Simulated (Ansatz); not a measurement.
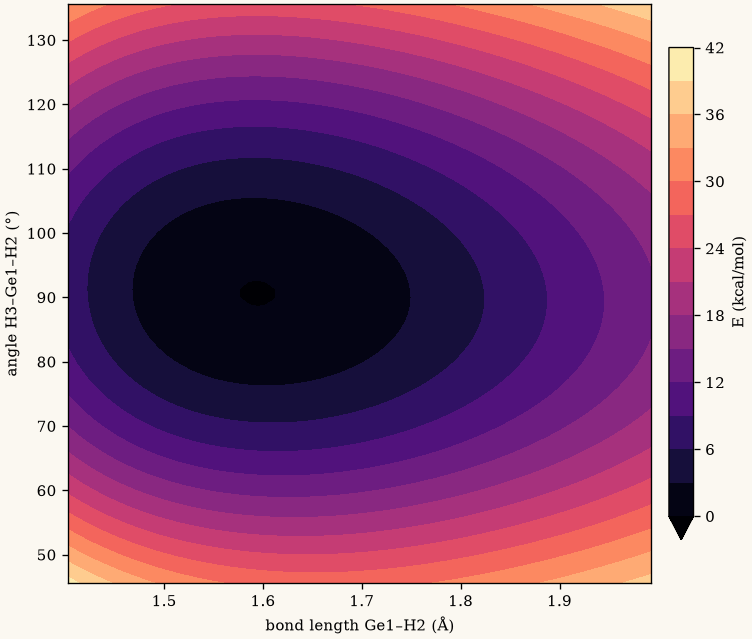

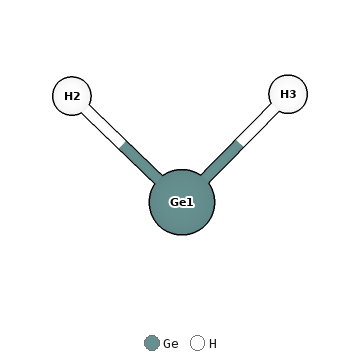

Energy landscape of GeH2. First axis: bond length Ge1–H2. Second axis: angle H3–Ge1–H2. Nothing is relaxed (all other coordinates rigid). Grid: 15 × 15 points. Points are written as (first, second). All energies are given in kcal/mol relative to the lowest grid point. Theory: Ansatz, RKS PBE0-D4/def2-TZVP.

Drawn: filled contours. Between grid points the surface is interpolated. The second picture is the structure at the lowest point.

### Describe this landscape.

The lowest grid point is at (1.614 Å, 90.6°). No other kind of well shows on this grid. The highest grid point, (1.403 Å, 45.6°), lies 40.1 kcal/mol above the lowest. Round the minimum the two coordinates are nearly uncoupled.

The values on the grid:

| angle H3–Ge1–H2 ↓, bond length Ge1–H2 → | 1.403 | 1.445 | 1.487 | 1.529 | 1.571 | 1.614 | 1.656 | 1.698 | 1.740 | 1.782 | 1.824 | 1.866 | 1.909 | 1.951 | 1.993 |
| --- | --- | --- | --- | --- | --- | --- | --- | --- | --- | --- | --- | --- | --- | --- | --- |
| 135.6 | 32.9 | 29.9 | 27.8 | 26.6 | 26.0 | 26.0 | 26.4 | 27.2 | 28.3 | 29.7 | 31.2 | 32.8 | 34.6 | 36.5 | 38.4 |
| 129.2 | 26.5 | 23.4 | 21.3 | 20.0 | 19.4 | 19.4 | 19.9 | 20.7 | 21.9 | 23.3 | 24.9 | 26.6 | 28.5 | 30.5 | 32.5 |
| 122.8 | 20.9 | 17.7 | 15.6 | 14.3 | 13.7 | 13.7 | 14.2 | 15.1 | 16.3 | 17.7 | 19.4 | 21.2 | 23.2 | 25.2 | 27.4 |
| 116.4 | 16.1 | 13.0 | 10.8 | 9.5 | 8.9 | 8.9 | 9.4 | 10.3 | 11.6 | 13.1 | 14.8 | 16.7 | 18.7 | 20.8 | 23.1 |
| 109.9 | 12.3 | 9.1 | 7.0 | 5.7 | 5.1 | 5.1 | 5.6 | 6.5 | 7.8 | 9.3 | 11.1 | 13.0 | 15.1 | 17.3 | 19.6 |
| 103.5 | 9.7 | 6.4 | 4.2 | 2.9 | 2.3 | 2.3 | 2.8 | 3.8 | 5.1 | 6.6 | 8.4 | 10.3 | 12.5 | 14.7 | 17.0 |
| 97.1 | 8.1 | 4.8 | 2.6 | 1.2 | 0.6 | 0.6 | 1.1 | 2.0 | 3.3 | 4.9 | 6.7 | 8.6 | 10.8 | 13.0 | 15.4 |
| 90.6 | 7.6 | 4.3 | 2.1 | 0.7 | 0.0 | 0.0 | 0.5 | 1.4 | 2.7 | 4.2 | 6.0 | 7.9 | 10.1 | 12.3 | 14.6 |
| 84.2 | 8.4 | 5.1 | 2.8 | 1.3 | 0.7 | 0.6 | 1.0 | 1.9 | 3.1 | 4.6 | 6.4 | 8.3 | 10.4 | 12.6 | 14.9 |
| 77.8 | 10.5 | 7.1 | 4.8 | 3.3 | 2.5 | 2.4 | 2.8 | 3.6 | 4.8 | 6.2 | 7.9 | 9.8 | 11.8 | 14.0 | 16.2 |
| 71.4 | 14.0 | 10.5 | 8.1 | 6.5 | 5.7 | 5.5 | 5.8 | 6.5 | 7.6 | 9.0 | 10.6 | 12.4 | 14.3 | 16.4 | 18.6 |
| 64.9 | 18.8 | 15.3 | 12.7 | 11.1 | 10.2 | 9.9 | 10.1 | 10.7 | 11.7 | 13.0 | 14.5 | 16.1 | 18.0 | 20.0 | 22.0 |
| 58.5 | 24.9 | 21.2 | 18.6 | 16.9 | 15.8 | 15.4 | 15.5 | 16.0 | 16.9 | 18.0 | 19.4 | 20.9 | 22.7 | 24.5 | 26.4 |
| 52.1 | 32.1 | 28.3 | 25.5 | 23.6 | 22.4 | 21.9 | 21.8 | 22.2 | 22.9 | 23.9 | 25.1 | 26.5 | 28.1 | 29.8 | 31.6 |
| 45.6 | 40.1 | 36.1 | 33.2 | 31.1 | 29.7 | 28.9 | 28.7 | 28.9 | 29.4 | 30.2 | 31.3 | 32.5 | 34.0 | 35.5 | 37.1 |

The input of one point:

```yaml
crystal:
  periodic: [false, false, false]
  atoms:
    - { symbol: Ge, position_ang: [0.004984, -0.008671, -0.747246] }
    - { symbol: H, position_ang: [1.144792, -0.018791, 0.39544] }
    - { symbol: H, position_ang: [-1.135016, 0.027331, 0.366621] }
basis:
  gaussian: { orbitals: def2-TZVP }
hamiltonian:
  xc: pbe0
  dispersion: d4
output:
  forces: true
```

Each point was launched as `ansatz run input.yaml --threads 1 --pin off --max-ram 2048MiB --backend cpu --events-out ev --progress --plain --runs-dir out`. The whole map (225 points run) took 4.7 min on 1 thread of AMD EPYC 7R43 64-Core Processor (Zen 3), with other jobs on the host.
